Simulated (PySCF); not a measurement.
**ZrH2SO2: frequency calculation**

The run: frequency calculation of ZrH2SO2. Method and program: RKS-based PBE0, Zr def2-SVP with ECP28, S def2-SVP, O def2-SVP, H def2-SVP; non-relativistic Hamiltonian with a scalar-relativistic core potential; density fitting (PySCF 2.14.0).

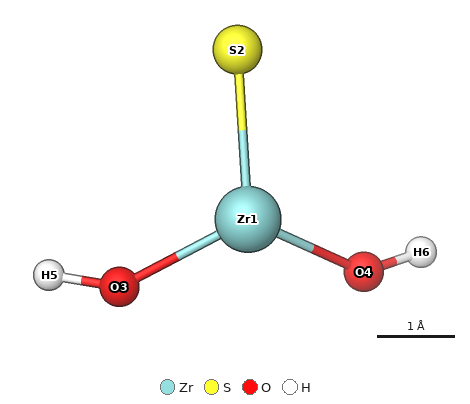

*The structure (ball-and-stick view, seen at a tilt; atoms are numbered from 1 in the order of the input). Sticks mark near contacts.*

Bond lengths as drawn: H–O 0.96 Å, O–Zr 1.94 Å and S–Zr 2.22 Å.

### Input file
```python
from pyscf import gto, scf, dft
mol = gto.M(atom='''
Zr     0.041305     0.230810    -0.237120
S     -0.064744    -0.361783     1.904846
O      1.566963    -0.509957    -1.170510
O     -1.646569     0.065131    -1.170510
H      2.331890    -1.081605    -1.070528
H     -2.562273    -0.205754    -1.070528''',
    basis={'Zr': 'def2-SVP', 'S': 'def2-SVP', 'O': 'def2-SVP', 'H': 'def2-SVP'},
    ecp={'Zr': 'def2-SVP'},
    charge=0, spin=0)
mf = dft.RKS(mol, xc='PBE0')
mf.grids.atom_grid = (75, 302)
aux = {'Zr': 'def2-universal-JKFIT', 'S': 'def2-universal-JKFIT', 'O': 'def2-universal-JKFIT', 'H': 'def2-universal-JKFIT'}
mf = mf.density_fit(auxbasis=aux)
mf.conv_tol = 1e-09
mf.diis_space = 10
mf.max_cycle = 60
mf.verbose = 4
mf.kernel()
```

The script is an equivalent of the set-up of the self-consistent field. The run itself was carried out by a driver, which started from the orbitals of the step before it where there was one and computed the further properties.

Hardware: 2 threads of Arm Neoverse N1, 98 GiB of memory available, shared host.

Launched with:
```bash
OMP_NUM_THREADS=2 python axn.py task.json out
```

### What the program printed
```
init E= -596.500105000221
  HOMO = -0.240859642428791  LUMO = -0.0969639049423776  gap/eV = 3.91560
cycle= 1 E= -596.500105000226  delta_E= -4.77e-12  |g|= 1.32e-06  |ddm|= 1.74e-06
  HOMO = -0.240859838718065  LUMO = -0.0969639756652256  gap/eV = 3.91561
Extra cycle  E= -596.500105000223  delta_E= 3.52e-12  |g|= 2.48e-06  |ddm|= 2.66e-06
converged SCF energy = -596.500105000223
```

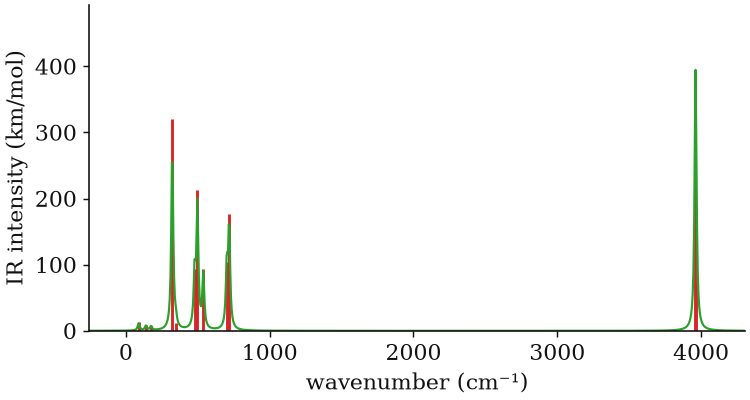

*Harmonic infrared spectrum, unscaled: sticks (degenerate modes added up, dark ones marked on the axis) with a Lorentzian envelope of 16 cm⁻¹ full width, scaled to the tallest stick.*

12 modes from 89 to 3965 cm⁻¹, none imaginary. The strongest line is at 3961 cm⁻¹ (395 km/mol). All modes, in cm⁻¹ (km/mol): 89 (13.1), 139 (8.5), 176 (7.2), 322 (320), 347 (11.1), 478 (94), 497 (214), 538 (94), 702 (105), 718 (177), 3961 (395), 3965 (72).

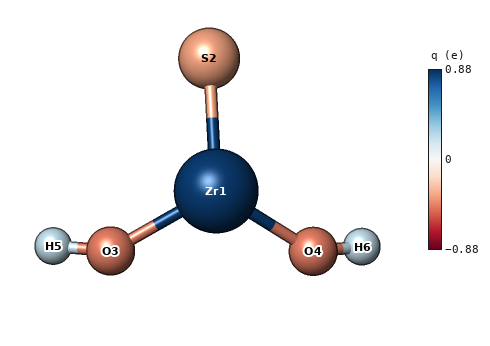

*Mulliken charges, as the colour of each atom (ball-and-stick view, seen at a tilt; atoms are numbered from 1 in the order of the input).*

By element: Zr +0.83, S −0.36, O −0.45 and H +0.21 e.

### Summary

| quantity | value |
| --- | --- |
| outcome | converged |
| total energy | −596.500105 hartree |
| HOMO | −6.55 eV |
| LUMO | −2.64 eV |
| zero-point energy | 0.027188 hartree |
| dipole moment | 4.09 D |
| wavenumbers, lowest and highest | 89 and 3965 cm⁻¹ |
| wall time | 2.2 min (CPU time 3.9 min) |
| peak memory | 1.3 GiB |
